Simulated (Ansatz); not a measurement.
## Electronic structure of H2OS3 in real space

```xyz
6

O     0.2759    1.1842   -1.0227
S     0.4382    1.3498    0.4467
S     1.1226   -0.3746    1.2941
S    -0.1253   -2.1298    1.0628
H     1.9904   -0.7562    0.3334
H    -0.4670   -1.7929   -0.1948
```

Geometry: PBE0-D4/def2-TZVP.

All numbers below come from RKS PBE0-D4/def2-TZVPP in Ansatz.

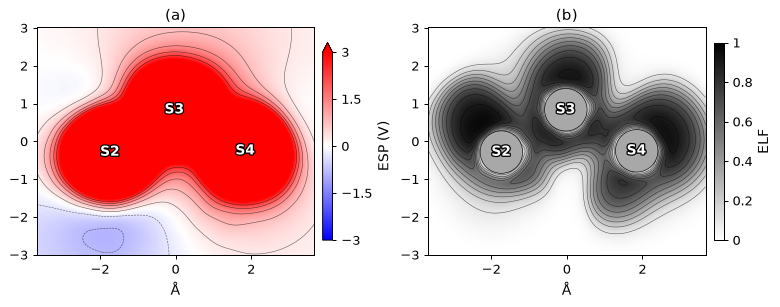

Figure 1. (a) electrostatic potential; (b) electron localisation function on the plane of atoms S2, S3 and S4. Grey discs cover the atomic cores in the ELF map.

What do the fields say about this system?

The plane passes through S nuclei. S–S (2.04 Å): the ELF peaks at about 0.85 between the atoms; a covalent bond. S–S (2.17 Å): the ELF peaks at about 0.85 between the atoms (a shared electron pair). The ELF also peaks beside S4, S2 and S3, away from the bonds: lone-pair regions. Outside the dense part of the molecule the potential is most negative (−0.9 V) near O1, which lies off the plane.

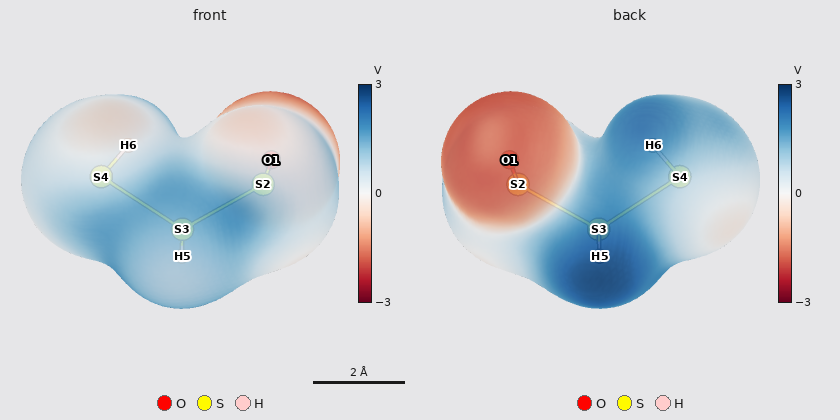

Figure 2. The molecular electrostatic potential painted on the density surface at 0.004 e/bohr³, seen from the front and from behind; the colour scale runs from red (negative) to blue (positive).

Where is the surface potential most negative and most positive?

The most negative region (about −1.8 V, or −42 kcal/mol for a unit charge) lies over O1, the most positive (about +2.7 V, or +62 kcal/mol for a unit charge) over H5. O1 is the likeliest acceptor of a hydrogen bond.

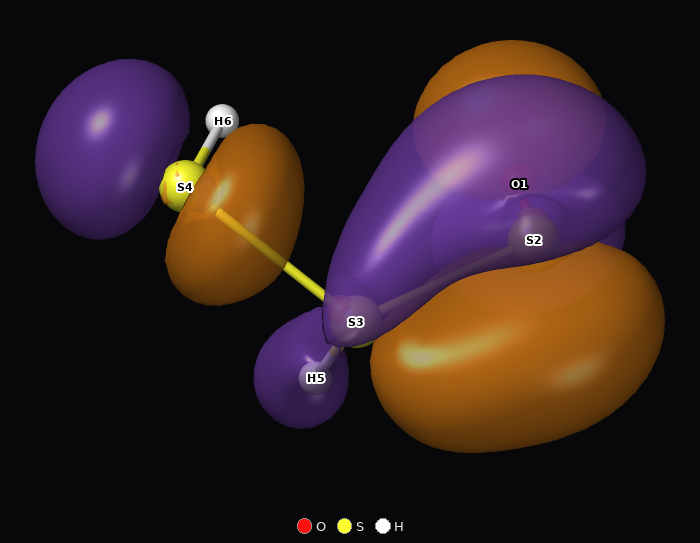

Figure 3. The HOMO at ±0.08 Å⁻³ᐟ² (orange and purple are the two phases), seen at a tilt.

What is the character of this orbital?

By Hirshfeld shares it lies mainly on S2 (about 40 %), O1 (about 35 %), S4 (about 10 %) and S3 (about 10 %); π-antibonding (π*) across S2–O1. Its energy is −6.04 eV.
